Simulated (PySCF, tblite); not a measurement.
# C₇H₁₀Si: geometry, infrared bands and NMR shifts

Aim: predict the infrared bands and NMR shifts of C₇H₁₀Si (`CC#CC1=C[SiH2][C@H]1C`).

The runs use tblite 0.8.0 and PySCF 2.14.0, with density-fitted response routines of our own; the level of theory stands in each step. All values are computed, except where a source is named. Atoms count from 0, in the outputs and in this text.

**1. The molecule as given**

18 atoms, charge 0, multiplicity 1; geometry from: force field or distance geometry start.

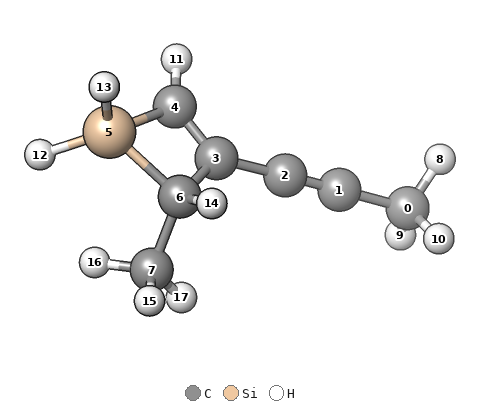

The starting geometry (carbon grey, silicon light orange, hydrogen white), atoms numbered; sticks join atoms by distance.

**2. Geometry optimisation with GFN2-xTB**

What the job is given:

```
{"job": {"kind": "relax", "xc": "GFN2-xTB", "basis": "xTB"}, "charge": 0, "multiplicity": 1}
C      3.728800    -0.910500    -0.114100
C      2.367200    -0.344800    -0.166300
C      1.264000     0.094300    -0.173600
C     -0.133000     0.633900    -0.202700
C     -0.577000     1.777000    -0.483800
Si    -2.322400     1.463800    -0.225700
C     -1.361200    -0.022100     0.118700
C     -1.787300    -1.174900    -0.772600
H      4.477300    -0.143400     0.235900
H      4.072500    -1.242600    -1.089000
H      3.730500    -1.695400     0.664000
H     -0.055100     2.712900    -0.820100
H     -3.178800     1.431000    -1.420800
H     -2.945200     2.155000     0.915700
H     -1.406100    -0.410200     1.189700
H     -2.421200    -1.848800    -0.143900
H     -2.489300    -0.748600    -1.541300
H     -0.972500    -1.720300    -1.246500
```

Command:

```console
$ OMP_NUM_THREADS=1 python probes_run.py task.json out
```

This one command runs all jobs of the session in turn.

**Question.** This job is followed by: GFN2-xTB harmonic vibrations, gas phase; GIAO PBE0/pcSseg-1 NMR shielding, non-relativistic, gas phase. What will the session give for the following? strongest single infrared mode (GFN2-xTB); zero-point energy (GFN2-xTB); 13C shifts against TMS (PBE0/pcSseg-1); 1H shifts against TMS (PBE0/pcSseg-1, means over atoms taken as alike); 29Si shifts against TMS (PBE0/pcSseg-1).

**Answer**, as computed:

| quantity | value |
| --- | --- |
| strongest single infrared mode (GFN2-xTB) | 2252 cm⁻¹, 523 km/mol |
| zero-point energy (GFN2-xTB) | 86.7 kcal/mol |
| 13C shifts against TMS (PBE0/pcSseg-1) | 160.9, 143.8, 103.0, 83.2, 35.6, 19.8, 6.1 ppm |
| 1H shifts against TMS (PBE0/pcSseg-1, means over atoms taken as alike) | 6.24, 4.83, 4.48, 2.31, 2.28, 1.35 ppm |
| 29Si shifts against TMS (PBE0/pcSseg-1) | -41.2 ppm |

Over 93 steps the energy fell by 1.414 eV; of the close pairs, Si5–C6 changed most, 1.803 to 1.937 Å. The lowest mode is imaginary (24i cm⁻¹), so the xTB geometry is not a minimum. The strongest single mode, at 2252 cm⁻¹, moves mainly H13 and H12. Unscaled tight-binding wavenumbers are off by several per cent, some by more. Its intensities can rank the bands wrongly. The most deshielded hydrogen is H11 (hydrogen on an alkene CH), at 6.24 ppm: a vinylic proton, deshielded by the sp2 carbon and the C=C anisotropy. At PBE0/pcSseg-1: The widest tensor belongs to C2: span 272 ppm, with a paramagnetic part of -140 ppm.
